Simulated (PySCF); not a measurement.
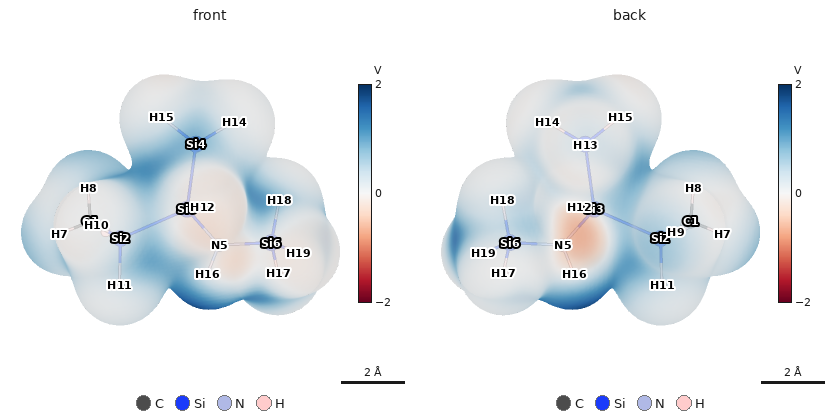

Figure 1: CH13NSi4. The molecular electrostatic potential painted on the density surface at 0.002 e/bohr³, seen from the front and from behind; the colour scale runs from red (negative) to blue (positive).

Geometry: GFN2-xTB.

The calculation used PySCF, PBE0/pcSseg-1, SCF density, gas phase, non-relativistic.

Input

```
{"job": {"kind": "nmr", "xc": "PBE0", "basis": "pcSseg-1"}, "charge": 0, "multiplicity": 1}
C      2.926546     0.086806     0.076165
Si     1.822060    -0.574456    -1.323780
Si    -0.379353     0.100734    -1.017484
Si    -0.767994     2.138839     0.014299
N     -1.121027    -1.155736    -0.049855
Si    -2.728338    -1.275453     0.576807
H      3.965810    -0.193091    -0.068501
H      2.883344     1.171364     0.128882
H      2.615341    -0.299438     1.042921
H      2.381850    -0.069394    -2.587288
H      2.032194    -2.034505    -1.370891
H     -1.069933     0.090621    -2.335562
H     -0.554076     2.132781     1.465523
H     -2.106338     2.706377    -0.186037
H      0.167206     3.142046    -0.516570
H     -0.642022    -2.041960    -0.080471
H     -2.669462    -2.271298     1.647966
H     -3.074457     0.056026     1.068716
H     -3.691157    -1.701011    -0.446811
```

Launched as:

```sh
OMP_NUM_THREADS=1 python probes_run.py task.json out
```

Q: Where is the surface potential most negative and most positive?

A: The most negative region (about −0.7 V) lies over N5, the most positive (about +1.7 V) over H16.

Q: How polar is the molecule by this calculation?

A: Its dipole moment is 1.02 D.
